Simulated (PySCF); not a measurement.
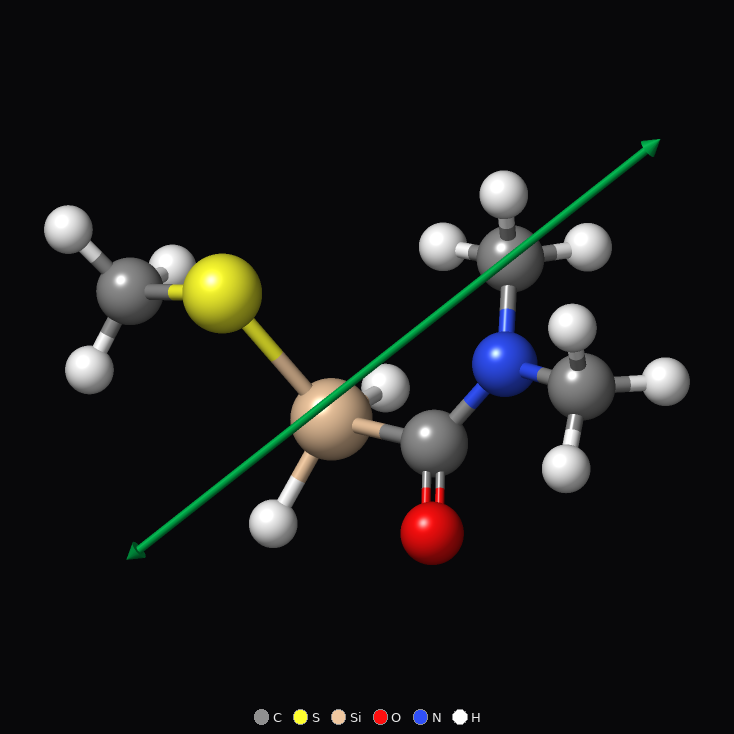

The double arrow shows the direction of the transition dipole to excited singlet state 4 (its length means nothing). Computed geometry: PBE0-D3(BJ)/def2-SVP optimisation. No frequency run is at hand to confirm it as a minimum. Method: TDDFT PBE0/def2-SVPD, vertical, gas phase, core orbitals frozen in the response (PySCF 2.14.0).

Question: Where does the transition lie, and how strong is it?

Answer: 5.87 eV (211 nm), oscillator strength 0.11, mainly HOMO−2 → LUMO (weight 0.88); transition dipole 2.25 D.
